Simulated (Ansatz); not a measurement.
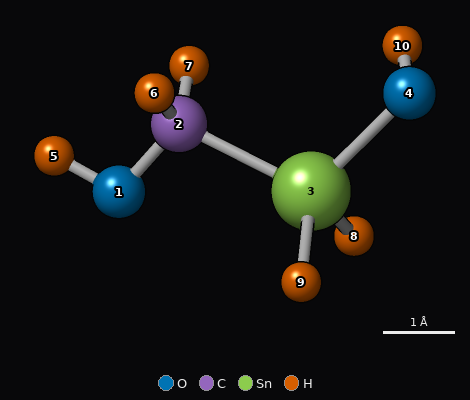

Fig. 1: The structure as given in the input (ball-and-stick view, seen at a tilt; atoms are numbered from 1 in the order of the input). Sticks mark near contacts. Bond lengths as drawn: C–H 1.11 to 1.13 Å, C–O 1.36 Å, C–Sn 2.12 Å, H–O 0.96 to 1.06 Å, H–Sn 1.72 to 1.80 Å and O–Sn 2.08 Å.

## Geometry relaxation of CH6O2Sn (part 1 of 2)

- system: CH6O2Sn
- method: RHF/def2-SVP (Ansatz 0.2.0)

It belongs to a series of runs on one base structure; here: start relaxed. Figures and captions count atoms from 1; the log counts them from 0 in places.

Log
```
The last accepted step is kept in [file] (removed where the run ends without a failure and the disk answers)
Engine: ansatz 0.2.0, x86_64-unknown-linux-gnu
Functional definition: HF
  exchange = exact_x
  correlation = 0
these checks for a lower state are left out or cut short: stability, starts, cluster_reference, orbital_swaps, neighbouring_geometries, increment
1142 factors; integrals over basis functions are off by at most 3.7e-4 eV
mean field evaluation 1: about -10995.1415 eV, gradient 4.4e1 eV
mean field evaluation 2: about -10995.2579 eV, gradient 4.4e1 eV
mean field evaluation 4: about -10999.3612 eV, gradient 3.5e0 eV
mean field evaluation 8: about -10999.4129 eV, gradient 8.3e-2 eV
mean field -10999.41293805 eV, -404.2209698035 hartree, gradient 1.4e-6 eV, S^2 0.000000; 0 other end points of the search recorded, 0 dependent functions left out
the calculation of the forces begins
reference -10999.41293805 eV, -404.2209698035 hartree; 25, 25 occupied and 73, 73 virtual orbitals, 1142 factors
relax step   1: F+E_penalty+E_count = -10999.41293805 eV  Δ(F+E_penalty+E_count) = +0.000e0 eV  max|allowed force component| = 3.943e0 eV/Å  Δτ_max = 0.0000 Å  (26 SCF iters, accepted)
these checks for a lower state are left out or cut short: stability, starts, cluster_reference, orbital_swaps, neighbouring_geometries, increment
1142 factors; integrals over basis functions are off by at most 3.8e-4 eV
mean field evaluation 16: about -10999.7318 eV, gradient 6.9e-1 eV
mean field -10999.89320478 eV, -404.2386192803 hartree, gradient 2.1e-6 eV, S^2 0.000000; 0 other end points of the search recorded, 0 dependent functions left out
[... from here on the field's lines of each further geometry are left out, up to the last ...]
relax step   2: F+E_penalty+E_count = -10999.89320478 eV  Δ(F+E_penalty+E_count) = -4.803e-1 eV  max|allowed force component| = 2.575e0 eV/Å  Δτ_max = 0.1920 Å  (26 SCF iters, accepted)
relax step   3: F+E_penalty+E_count = -11000.07968299 eV  Δ(F+E_penalty+E_count) = -1.865e-1 eV  max|allowed force component| = 1.546e0 eV/Å  Δτ_max = 0.1940 Å  (26 SCF iters, accepted)
relax step   4: F+E_penalty+E_count = -11000.12092083 eV  Δ(F+E_penalty+E_count) = -4.124e-2 eV  max|allowed force component| = 1.939e-1 eV/Å  Δτ_max = 0.0484 Å  (26 SCF iters, accepted)
relax step   5: F+E_penalty+E_count = -11000.12400108 eV  Δ(F+E_penalty+E_count) = -3.080e-3 eV  max|allowed force component| = 5.721e-2 eV/Å  Δτ_max = 0.0338 Å  (27 SCF iters, accepted)
relax step   6: F+E_penalty+E_count = -11000.12483601 eV  Δ(F+E_penalty+E_count) = -8.349e-4 eV  max|allowed force component| = 1.268e-1 eV/Å  Δτ_max = 0.0460 Å  (26 SCF iters, accepted)
relax step   7: F+E_penalty+E_count = -11000.12533231 eV  Δ(F+E_penalty+E_count) = -4.963e-4 eV  max|allowed force component| = 1.957e-1 eV/Å  Δτ_max = 0.0551 Å  (26 SCF iters, accepted)
relax step   8: F+E_penalty+E_count = -11000.12022476 eV  Δ(F+E_penalty+E_count) = +5.108e-3 eV  max|allowed force component| = 2.829e-1 eV/Å  Δτ_max = 0.0220 Å  (27 SCF iters, rejected (line search))
relax step   9: F+E_penalty+E_count = -11000.12600074 eV  Δ(F+E_penalty+E_count) = -6.684e-4 eV  max|allowed force component| = 2.038e-2 eV/Å  Δτ_max = 0.0107 Å  (27 SCF iters, accepted)
relax step  10: F+E_penalty+E_count = -11000.12736981 eV  Δ(F+E_penalty+E_count) = -1.369e-3 eV  max|allowed force component| = 2.820e-2 eV/Å  Δτ_max = 0.0993 Å  (26 SCF iters, accepted)
relax step  11: F+E_penalty+E_count = -11000.08248409 eV  Δ(F+E_penalty+E_count) = +4.489e-2 eV  max|allowed force component| = 1.417e0 eV/Å  Δτ_max = 0.1464 Å  (26 SCF iters, rejected (line search))
relax step  12: F+E_penalty+E_count = -11000.12878537 eV  Δ(F+E_penalty+E_count) = -1.416e-3 eV  max|allowed force component| = 4.994e-2 eV/Å  Δτ_max = 0.0732 Å  (26 SCF iters, accepted)
relax step  13: F+E_penalty+E_count = -11000.12710054 eV  Δ(F+E_penalty+E_count) = +1.685e-3 eV  max|allowed force component| = 3.888e-1 eV/Å  Δτ_max = 0.0742 Å  (26 SCF iters, rejected (line search))
relax step  14: F+E_penalty+E_count = -11000.12958712 eV  Δ(F+E_penalty+E_count) = -8.017e-4 eV  max|allowed force component| = 5.468e-2 eV/Å  Δτ_max = 0.0371 Å  (26 SCF iters, accepted)
relax step  15: F+E_penalty+E_count = -11000.13041819 eV  Δ(F+E_penalty+E_count) = -8.311e-4 eV  max|allowed force component| = 6.094e-2 eV/Å  Δτ_max = 0.0375 Å  (26 SCF iters, accepted)
relax step  16: F+E_penalty+E_count = -11000.13082973 eV  Δ(F+E_penalty+E_count) = -4.115e-4 eV  max|allowed force component| = 2.752e-1 eV/Å  Δτ_max = 0.0548 Å  (26 SCF iters, accepted)
relax step  17: F+E_penalty+E_count = -11000.13183558 eV  Δ(F+E_penalty+E_count) = -1.006e-3 eV  max|allowed force component| = 3.786e-1 eV/Å  Δτ_max = 0.0809 Å  (26 SCF iters, accepted)
relax step  18: F+E_penalty+E_count = -11000.13948817 eV  Δ(F+E_penalty+E_count) = -7.653e-3 eV  max|allowed force component| = 8.265e-2 eV/Å  Δτ_max = 0.1266 Å  (26 SCF iters, accepted)
relax step  19: F+E_penalty+E_count = -11000.13862078 eV  Δ(F+E_penalty+E_count) = +8.674e-4 eV  max|allowed force component| = 3.570e-1 eV/Å  Δτ_max = 0.1005 Å  (25 SCF iters, rejected (line search))
relax step  20: F+E_penalty+E_count = -11000.14129831 eV  Δ(F+E_penalty+E_count) = -1.810e-3 eV  max|allowed force component| = 5.454e-2 eV/Å  Δτ_max = 0.0502 Å  (26 SCF iters, accepted)
relax step  21: F+E_penalty+E_count = -11000.14314341 eV  Δ(F+E_penalty+E_count) = -1.845e-3 eV  max|allowed force component| = 9.801e-2 eV/Å  Δτ_max = 0.0949 Å  (26 SCF iters, accepted)
relax step  22: F+E_penalty+E_count = -11000.14372797 eV  Δ(F+E_penalty+E_count) = -5.846e-4 eV  max|allowed force component| = 6.410e-2 eV/Å  Δτ_max = 0.0509 Å  (26 SCF iters, accepted)
relax step  23: F+E_penalty+E_count = -11000.14446484 eV  Δ(F+E_penalty+E_count) = -7.369e-4 eV  max|allowed force component| = 1.121e-2 eV/Å  Δτ_max = 0.0285 Å  (26 SCF iters, accepted)
relax step  24: F+E_penalty+E_count = -11000.14450213 eV  Δ(F+E_penalty+E_count) = -3.729e-5 eV  max|allowed force component| = 6.988e-2 eV/Å  Δτ_max = 0.0266 Å  (26 SCF iters, accepted)
the calculation of the forces begins
reference -11000.14456186 eV, -404.2478564827 hartree; 25, 25 occupied and 73, 73 virtual orbitals, 1142 factors
relax step  25: F+E_penalty+E_count = -11000.14456186 eV  Δ(F+E_penalty+E_count) = -5.973e-5 eV  max|allowed force component| = 5.272e-2 eV/Å  Δτ_max = 0.0164 Å  (26 SCF iters, accepted)
these checks for a lower state are left out or cut short: stability, starts, cluster_reference, orbital_swaps, neighbouring_geometries, increment
1142 factors; integrals over basis functions are off by at most 4.1e-4 eV
mean field -11000.14463074 eV, -404.2478590139 hartree, gradient 2.1e-6 eV, S^2 0.000000; 0 other end points of the search recorded, 0 dependent functions left out
the calculation of the forces begins
reference -11000.14463074 eV, -404.2478590139 hartree; 25, 25 occupied and 73, 73 virtual orbitals, 1142 factors
relax step  26: F+E_penalty+E_count = -11000.14463074 eV  Δ(F+E_penalty+E_count) = -6.888e-5 eV  max|allowed force component| = 1.540e-3 eV/Å  Δτ_max = 0.0060 Å  (26 SCF iters, accepted)
```

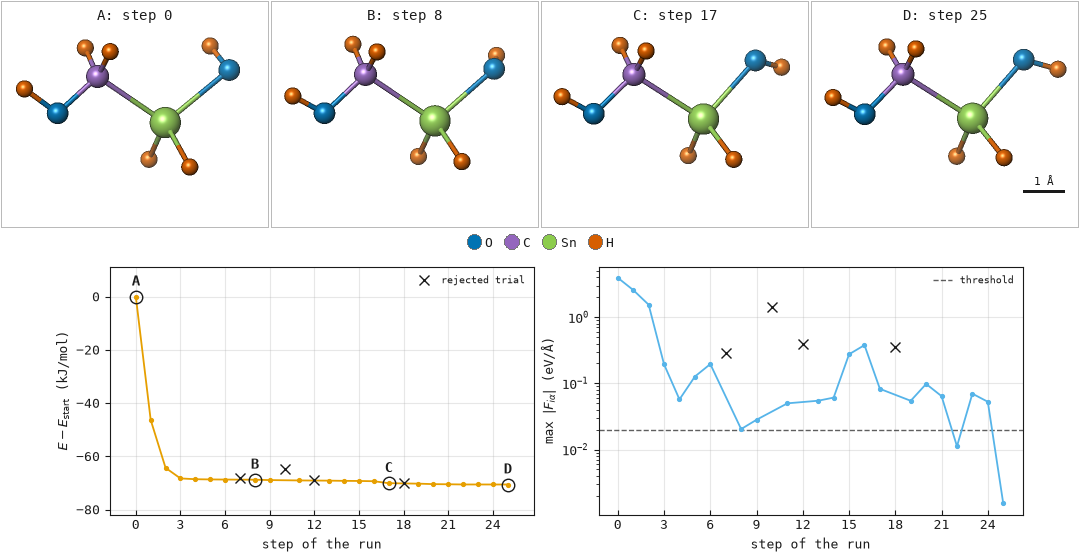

Fig. 2: Frames of the relaxation (ball-and-stick view, seen at a tilt) above the curves, on which the letters mark them (the first geometry is step 0 here and step 1 in the log).

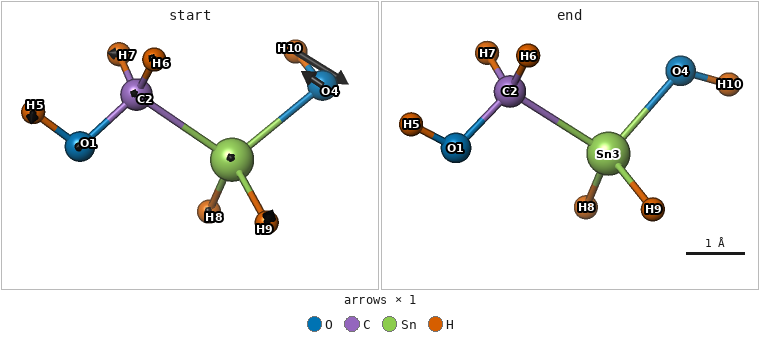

Fig. 3: Before (left) and after (right) the relaxation, at one scale (ball-and-stick view, seen at a tilt). The black arrows give the displacements, at true length. The largest move after the best rigid fit is that of H10, 1.09 Å. Largest moves by element: H 1.09 Å, O 0.47 Å, Sn 0.14 Å, C 0.13 Å. Distances before and after: O1–H5 1.058 → 0.945 Å, Sn3–O4 2.083 → 1.976 Å, Sn3–H9 1.801 → 1.711 Å, C2–Sn3 2.117 → 2.160 Å. Among the angles that change: Sn3–O4–H10 99.4° → 119.2°, C2–O1–H5 104.3° → 110.4°, C2–Sn3–O4 109.7° → 103.7°. The energy falls by 70.6 kJ/mol in 25 geometry steps. Largest force component: 3.9 eV/Å at the start, 0.0015 eV/Å at the end. The line search rejected the trial steps at points 7, 10, 12, 18 (counted from 0) and went back. (Atoms are counted from 1 in the order of the input.)

```
Total energy: -11000.14463074 eV, -404.2478590139 hartree
Atom 0 at    -2.068318     0.370508    -0.019129 Å, force    -0.000001    -0.000644     0.000588 eV/Å
Atom 1 at    -0.772398     0.742261    -0.406560 Å, force     0.000291    -0.000305     0.000125 eV/Å
Atom 2 at     0.551526    -0.741844     0.435391 Å, force    -0.000101     0.001483    -0.000254 eV/Å
Atom 3 at     2.342607    -0.171206    -0.175086 Å, force     0.000578    -0.000331     0.000772 eV/Å
Atom 4 at    -2.701929     0.983201    -0.359035 Å, force    -0.000433     0.000335     0.000466 eV/Å
Atom 5 at    -0.498036     1.731921    -0.030450 Å, force     0.001063     0.001120     0.000076 eV/Å
Atom 6 at    -0.656175     0.759598    -1.493902 Å, force     0.000015    -0.000546    -0.001540 eV/Å
Atom 7 at     0.248598    -2.311175    -0.174224 Å, force     0.000081    -0.001230    -0.000162 eV/Å
Atom 8 at     0.539209    -0.737459     2.146208 Å, force    -0.000756    -0.000753     0.000652 eV/Å
Atom 9 at     3.097915    -0.676905     0.079585 Å, force    -0.000737     0.000870    -0.000723 eV/Å
Dipole moment:    -0.161624     0.068421    -0.020513 e Å
Checks for a lower state left out: stability, starts, cluster_reference, orbital_swaps, neighbouring_geometries, increment
```

Trajectory as extended XYZ (Å, eV, eV/Å), 26 frames, from step=1 to step=26
```
10
Properties=species:S:1:pos:R:3:forces:R:3 step=1 energy=-10999.41294
O    -1.9701    0.3089   -0.0825   -3.9428   3.2991  -2.2774
C    -0.6857    0.6676   -0.3570    1.6588   1.5379  -0.5914
Sn    0.5508   -0.7678    0.5877    1.6464  -0.4920   1.7743
O     2.5524   -0.3171    0.2256   -2.2718  -0.3585  -0.8025
H    -2.5568    1.0385   -0.5746    2.0433  -3.4710   2.3607
H    -0.4417    1.6954    0.0420   -0.0962  -0.9552  -0.5479
H    -0.4619    0.6463   -1.4466   -0.1204   0.2544   0.5085
H     0.2607   -2.3474   -0.0288    0.0879   0.1629   0.0323
H     0.3061   -0.7168    2.3710    0.2868  -0.0422  -1.2127
H     2.5292   -0.2587   -0.7340    0.7081   0.0645   0.7560
10
Properties=species:S:1:pos:R:3:forces:R:3 step=2 energy=-10999.89321
O    -2.0165    0.3494   -0.1247   -1.4084   1.0163  -0.6200
C    -0.6985    0.6984   -0.3832    0.7239   0.1885   0.0827
Sn    0.5164   -0.7945    0.6590    0.2297   0.2019  -2.2481
O     2.3951   -0.3142    0.2707    0.8300   0.0295  -2.5749
H    -2.6060    1.0008   -0.5364    0.7135  -1.0139   0.6493
H    -0.4391    1.6958    0.0101   -0.1067  -0.2376  -0.0302
H    -0.4793    0.7311   -1.4623    0.0338  -0.1726   0.2215
H     0.2982   -2.3505    0.0061   -0.1739  -0.1416  -0.0213
H     0.4553   -0.7394    2.2524   -0.2201   0.1005   1.9838
H     2.6574   -0.3279   -0.6890   -0.6217   0.0290   2.5572
10
Properties=species:S:1:pos:R:3:forces:R:3 step=3 energy=-11000.07968
O    -2.0564    0.3449   -0.1249   -0.1580   0.1080  -0.0664
C    -0.7282    0.7066   -0.3626    0.3988   0.1514  -0.1566
Sn    0.5600   -0.7631    0.5927   -0.0858   0.0729  -0.3429
O     2.4482   -0.2609    0.2424    0.3632  -0.4113  -1.5458
H    -2.6414    0.9785   -0.5202    0.1270  -0.1767   0.1081
H    -0.4861    1.7021    0.0334   -0.0749  -0.1263  -0.0147
H    -0.4831    0.7230   -1.4327   -0.1295   0.0359   0.0511
H     0.2511   -2.3254   -0.0391    0.0784   0.0260  -0.0093
H     0.4254   -0.6977    2.2597   -0.0045  -0.0191   0.4822
H     2.7936   -0.4592   -0.6459   -0.5146   0.3391   1.4942
10
Properties=species:S:1:pos:R:3:forces:R:3 step=4 energy=-11000.12092
O    -2.0373    0.3290   -0.1337   -0.0406  -0.0267   0.0130
C    -0.7155    0.7241   -0.3817   -0.0028  -0.0575   0.1030
Sn    0.5477   -0.7526    0.5953    0.1005   0.0676  -0.1171
O     2.4338   -0.2760    0.2152   -0.1582   0.0372   0.1939
H    -2.6387    0.9553   -0.5057   -0.0307  -0.0160   0.0076
H    -0.5049    1.7116    0.0375    0.0487   0.0362  -0.0273
H    -0.5006    0.7629   -1.4538    0.0679   0.0043   0.0008
H     0.2654   -2.3155   -0.0413   -0.0196  -0.0022   0.0129
H     0.4309   -0.7013    2.2958   -0.0022   0.0154  -0.0604
H     2.8022   -0.4887   -0.6248    0.0369  -0.0583  -0.1265
10
Properties=species:S:1:pos:R:3:forces:R:3 step=5 energy=-11000.12400
O    -2.0348    0.3219   -0.1269   -0.0271   0.0314  -0.0190
C    -0.7167    0.7294   -0.3778    0.0184  -0.0412   0.0191
Sn    0.5488   -0.7464    0.5827    0.0264   0.0268  -0.0037
O     2.4313   -0.2650    0.2158    0.0133  -0.0143  -0.0572
H    -2.6442    0.9412   -0.4985   -0.0141  -0.0268   0.0141
H    -0.5079    1.7196    0.0379    0.0144  -0.0017  -0.0095
H    -0.4968    0.7670   -1.4493   -0.0015   0.0208  -0.0032
H     0.2622   -2.3104   -0.0494   -0.0046   0.0055  -0.0042
H     0.4285   -0.6905    2.2794   -0.0099  -0.0040   0.0081
H     2.8124   -0.5178   -0.6110   -0.0154   0.0036   0.0556
10
Properties=species:S:1:pos:R:3:forces:R:3 step=6 energy=-11000.12484
O    -2.0355    0.3155   -0.1247   -0.0013   0.0401  -0.0208
C    -0.7202    0.7328   -0.3787    0.0005  -0.0022  -0.0001
Sn    0.5524   -0.7372    0.5759   -0.0043  -0.0092   0.0124
O     2.4337   -0.2554    0.2105    0.0651  -0.0338  -0.1268
H    -2.6521    0.9310   -0.4911    0.0022  -0.0234   0.0132
H    -0.5136    1.7218    0.0412   -0.0102   0.0008  -0.0056
H    -0.5040    0.7794   -1.4509   -0.0070   0.0028   0.0055
H     0.2643   -2.3000   -0.0578    0.0049  -0.0041  -0.0057
H     0.4268   -0.6831    2.2721   -0.0076  -0.0037   0.0161
H     2.8311   -0.5560   -0.5936   -0.0424   0.0328   0.1118
10
Properties=species:S:1:pos:R:3:forces:R:3 step=7 energy=-11000.12533
O    -2.0355    0.3105   -0.1210    0.0010   0.0420  -0.0217
C    -0.7241    0.7400   -0.3785   -0.0219   0.0024  -0.0118
Sn    0.5550   -0.7281    0.5689   -0.0076  -0.0116   0.0237
O     2.4350   -0.2447    0.2005    0.1165  -0.0679  -0.1957
H    -2.6603    0.9198   -0.4839    0.0155  -0.0209   0.0120
H    -0.5252    1.7303    0.0420   -0.0049  -0.0077   0.0041
H    -0.5119    0.7912   -1.4511   -0.0075  -0.0036   0.0031
H     0.2721   -2.2907   -0.0680    0.0011  -0.0019  -0.0059
H     0.4252   -0.6778    2.2654   -0.0052  -0.0060   0.0133
H     2.8527   -0.6016   -0.5714   -0.0870   0.0753   0.1789
10
Properties=species:S:1:pos:R:3:forces:R:3 step=8 energy=-11000.12023 accepted=F
O    -2.0386    0.3284   -0.1181   -0.1706  -0.2829   0.1306
C    -0.7263    0.7302   -0.3810   -0.0138   0.1487  -0.0164
Sn    0.5573   -0.7276    0.5778   -0.0396  -0.0857  -0.1284
O     2.4305   -0.2400    0.1902    0.0705   0.0571   0.0228
H    -2.6595    0.9265   -0.5002   -0.0180   0.0914  -0.0424
H    -0.5201    1.7111    0.0475    0.0875   0.1692   0.0097
H    -0.5329    0.7957   -1.4557    0.1248  -0.0634  -0.0005
H     0.2772   -2.2870   -0.0671    0.0006  -0.0337   0.0170
H     0.4312   -0.6858    2.2750    0.0003   0.0201  -0.0034
H     2.8643   -0.6027   -0.5657   -0.0418  -0.0209   0.0108
10
Properties=species:S:1:pos:R:3:forces:R:3 step=9 energy=-11000.12600
O    -2.0371    0.3135   -0.1199    0.0052  -0.0096   0.0035
C    -0.7257    0.7404   -0.3779   -0.0170  -0.0036  -0.0036
Sn    0.5560   -0.7274    0.5687   -0.0066  -0.0044   0.0139
O     2.4344   -0.2401    0.1940    0.0135   0.0066  -0.0204
H    -2.6617    0.9204   -0.4857   -0.0013   0.0081  -0.0039
H    -0.5266    1.7302    0.0425    0.0081   0.0076   0.0004
H    -0.5141    0.7899   -1.4505    0.0005   0.0025  -0.0028
H     0.2739   -2.2899   -0.0696    0.0033   0.0001  -0.0026
H     0.4257   -0.6797    2.2663    0.0021  -0.0047  -0.0020
H     2.8582   -0.6083   -0.5651   -0.0079  -0.0026   0.0176
10
Properties=species:S:1:pos:R:3:forces:R:3 step=10 energy=-11000.12737
O    -2.0477    0.3359   -0.0870    0.0155   0.0152  -0.0030
C    -0.7366    0.7364   -0.3846   -0.0072   0.0056  -0.0222
Sn    0.5543   -0.7256    0.5517    0.0085  -0.0201   0.0232
O     2.4156   -0.1853    0.1643    0.0128   0.0111   0.0013
H    -2.6678    0.9458   -0.4548   -0.0282   0.0024   0.0025
H    -0.5081    1.7304    0.0114   -0.0132  -0.0023   0.0113
H    -0.5518    0.7655   -1.4629    0.0061  -0.0127   0.0017
H     0.3151   -2.2934   -0.0940   -0.0033   0.0136  -0.0072
H     0.4084   -0.7019    2.2503    0.0107   0.0004  -0.0146
H     2.9015   -0.6590   -0.4916   -0.0018  -0.0134   0.0070
```
